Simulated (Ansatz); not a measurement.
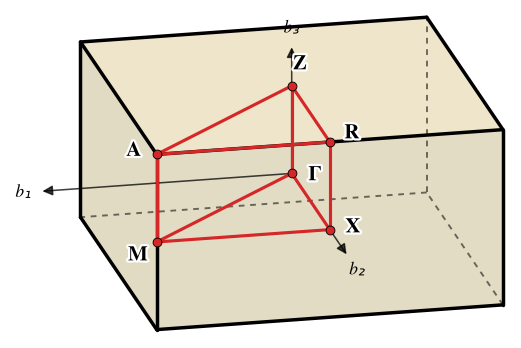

Crystal: AgCl4, coordinates from a relaxation with DFT PBE, scalar-relativistic, plane waves, PAW (Ansatz 0.2.0); the starting structure was generated, so it need not be a known form of this composition. The first Brillouin zone and its special points. Geometry calculated from the standardised cell; symmetry tolerance 0.002 Å.

Space group P4/mmm, No. 123; a = 4.159 Å, b = 4.159 Å, c = 7.959 Å, α = 90.00°, β = 90.00°, γ = 90.00°.

Labels and path follow the convention of Hinuma et al. (2017), as computed by seekpath; the arrows show the directions of the reciprocal primitive vectors b₁, b₂, b₃, in which coordinates are given; lengths include the factor 2π.

List the special points with their coordinates and distances from Γ.

Answer.
```csv
point,k₁,k₂,k₃,length of k (1/Å)
Γ,0,0,0,0.000
Z,0,0,1/2,0.395
M,1/2,1/2,0,1.068
A,1/2,1/2,1/2,1.139
R,0,1/2,1/2,0.852
X,0,1/2,0,0.755
```

What is the zone's volume?

Answer. (2π)³ over the primitive cell's volume of 137.63 Å³: 1.8 Å⁻³.
